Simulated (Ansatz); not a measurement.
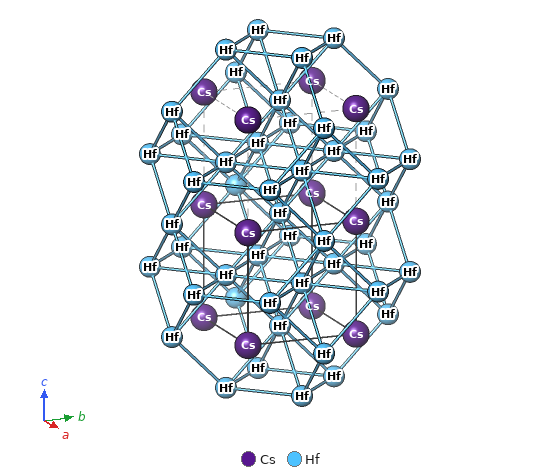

CsHf₃ (space group Pm-3m, No. 221). Coordinates: the end point of a relaxation with DFT PBE, scalar-relativistic, plane waves, PAW (Ansatz 0.2.0); the starting structure was generated, so it need not be a known form of this composition.

Bonds are taken as Hf–Hf below 3.7 Å; Cs is left out of the net, as the electropositive filling of the structure; no other contact counts. Simplification: prune 0- and 1-connected atoms, fold 2-connected ones into links.

### What kind of net remains, and which atoms are its nodes?

A uninodal 8-connected, three-periodic net: Hf is an 8-connected node.

### Does the net have a name?

It is the reo net, known from the oxygen array of ReO3.

### Is the net interpenetrated?

It is a single net, without interpenetration.

### How many nodes does the smallest cycle have?

Three.

The simplified net, drawn on the atoms' positions. Nodes are coloured by element. Edges to nodes outside the piece are drawn as stubs.

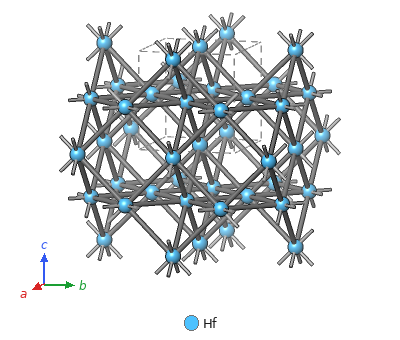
